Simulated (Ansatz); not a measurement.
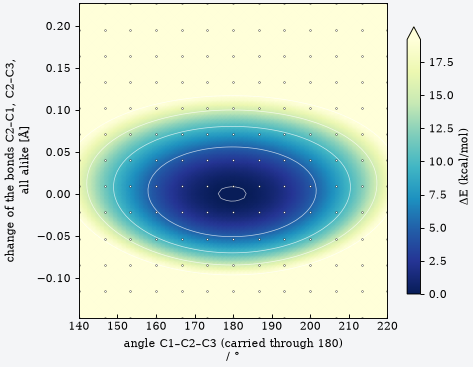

C3H5ClGe, SMILES CC#[C][GeH2][Cl]. Coordinates scanned: (1) angle C1–C2–C3 (carried through 180); (2) change of the bonds C2–C1, C2–C3, all alike. Nothing is relaxed (all other coordinates rigid). The grid has 13 × 13 points. Points are written as (first, second). Energies are in kcal/mol, from the lowest grid point. The calculation used RHF/def2-SVP in Ansatz 0.2.0.

In the figure: a smooth colour map with a few white contour lines, dots at the grid points, one colour for all values above the top of the scale. Between grid points the surface is interpolated.

### Where is the minimum, and how stiff is the well along each coordinate?

The interpolated minimum is at the first coordinate ≈ 179.8°, the second coordinate ≈ 0.000 Å. The curvatures there are about 3.1 eV/rad² and 157 eV/Å², with a cross term of about 0 eV/(rad·Å). Round the minimum the two coordinates are nearly uncoupled. (1 eV is 23.1 kcal/mol.)
